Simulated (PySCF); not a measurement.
```yaml
atoms:
  - { symbol: Si, position_ang: [0.2334, -0.0775, 1.0644] }
  - { symbol: C, position_ang: [0.2534, -0.1780, -0.8018] }
  - { symbol: F, position_ang: [0.4182, 1.4838, 1.4875] }
  - { symbol: Cl, position_ang: [-1.6233, -0.6842, 1.7558] }
  - { symbol: H, position_ang: [0.0789, -1.2126, -1.1310] }
  - { symbol: H, position_ang: [1.2183, 0.1685, -1.2002] }
  - { symbol: H, position_ang: [-0.5495, 0.4641, -1.1993] }
```

Geometry: PBE0-D3(BJ)/def2-SVP.

Computed with PySCF 2.14.0, density-fitted response routines, UKS B3LYP, IGLO-III on C Cl F Si, pcH-1 on H, non-relativistic, mean-field spin-orbit, GIAO.

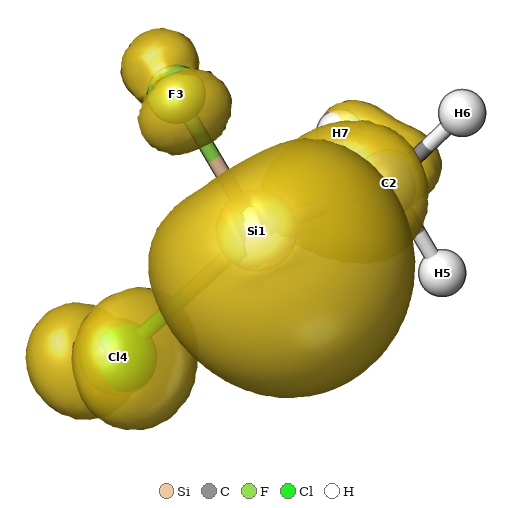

CH$_{3}$ClFSi (SMILES C[Si](F)Cl) (doublet). Isosurfaces of the spin density (α minus β) at +0.02 (yellow) and −0.02 e/Å³ (cyan), seen at a tilt.

Describe the spin distribution.

Answer. The unpaired spin (1 electron) lies mostly on Si1 (about 0.7), Cl4 (about 0.1) and C2 (about 0.1), in electrons by Hirshfeld's partition. Only one sign reaches the isovalue.
